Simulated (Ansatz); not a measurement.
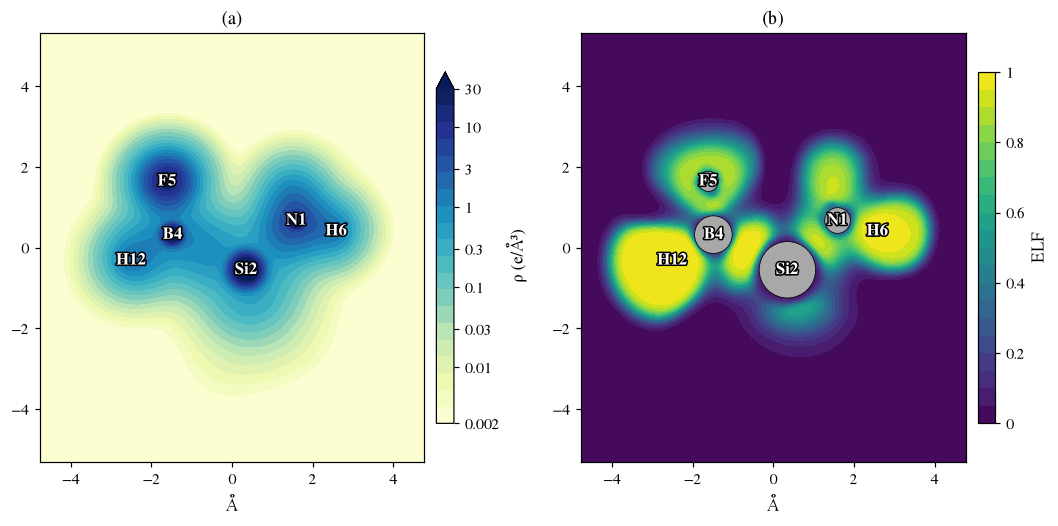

*BFH7NSi2. (a) electron density; (b) electron localisation function on the plane of atoms F5, B4 and H12. Grey discs cover the atomic cores in the ELF map.*

Level of theory: Ansatz, RKS B3LYP/def2-SVP.

The calculation's input:

```
crystal:
  periodic: [false, false, false]
  atoms:
    - { symbol: "N", position_ang: [-1.7091, 0.4872, 0.6653] }
    - { symbol: Si, position_ang: [-0.5418, -0.2433, -0.4044] }
    - { symbol: Si, position_ang: [1.1547, -0.9388, 0.8156] }
    - { symbol: B, position_ang: [0.166, 1.054, -1.7169] }
    - { symbol: F, position_ang: [0.7363, 2.2541, -1.2958] }
    - { symbol: H, position_ang: [-2.56922, -0.04061, 0.69545] }
    - { symbol: H, position_ang: [-1.93869, 1.46327, 0.3042] }
    - { symbol: H, position_ang: [-1.1056, -1.3709, -1.1012] }
    - { symbol: H, position_ang: [0.7164, -1.895, 1.8676] }
    - { symbol: H, position_ang: [1.7945, 0.213, 1.5377] }
    - { symbol: H, position_ang: [2.1758, -1.574, -0.0228] }
    - { symbol: H, position_ang: [-0.0254, 0.8338, -2.8491] }
basis:
  gaussian: { orbitals: def2-SVP }
hamiltonian:
  xc: b3lyp
relax:
  f_tol: 0.015
  max_steps: 40
output:
  orbitals: {}
```

Launched as:

```sh
ansatz run input.yaml --threads 2 --pin off --max-ram 3072MiB --backend cpu --events-out ev --progress --plain --runs-dir out
```

The fields are those of the run's last geometry, not of the input's.

> What do the fields say about this system?

The section cuts through N, Si, B, F and H sites. B–F (1.33 Å): ρ is about 2.2 e/Å³ halfway; the ELF peaks at about 0.85 between the atoms; a polar covalent bond. Si–N (1.74 Å): the density is about 1 e/Å³ at the midpoint; the ELF peaks at about 0.90 between the atoms (a polar covalent bond). Si–B (2.03 Å): ρ is about 0.81 e/Å³ halfway; the ELF peaks at about 1 between the atoms, as expected for a shared electron pair. N–H (1.02 Å): ρ at the midpoint is about 2.7 e/Å³; the ELF climbs to about 1 towards the hydrogen, as it does in any bond to H (an ordinary covalent bond to hydrogen). B–H (1.21 Å): the density is about 1.2 e/Å³ at the midpoint; the ELF climbs to about 1 towards the hydrogen: a covalent bond by its length. The ELF also peaks beside F5, away from the bonds: lone-pair regions.
